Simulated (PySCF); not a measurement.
formaldehyde (CH2O), SMILES C=O. Atoms are numbered in the order given.

```xyz
4

C      0.0000     0.0000    -0.5246
O      0.0000     0.0000     0.6712
H      0.0000     0.9404    -1.1112
H      0.0000    -0.9404    -1.1112
```

The structure is a stationary point at PBE0-D3(BJ)/def2-TZVPD.

Lowest vertical singlet excitation by several levels in PySCF, with rough processor times relative to the cheapest run on one machine. Each run also gave further roots (ADC and EOM-CCSD ionised and attached states too); roots are paired by order and the bases differ. EOM-CCSD serves as a yardstick, not as the true value; all levels that ended soundly for this molecule are listed, with differences from unrounded values.

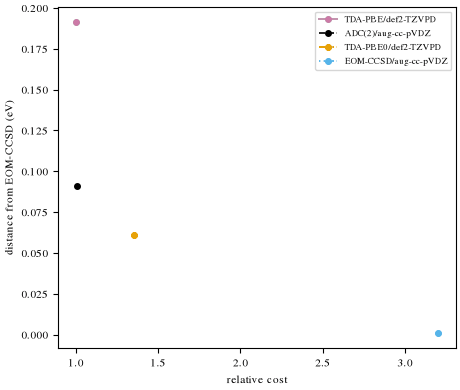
Cost against distance from EOM-CCSD for the lowest singlet.

```csv
level,relative cost,S1 (eV),S1 minus EOM-CCSD (eV)
TDA-PBE/def2-TZVPD,1,3.91,-0.20
ADC(2)/aug-cc-pVDZ,1,4.01,-0.09
TDA-PBE0/def2-TZVPD,1,4.04,-0.06
EOM-CCSD/aug-cc-pVDZ,3,4.10,0.00
```
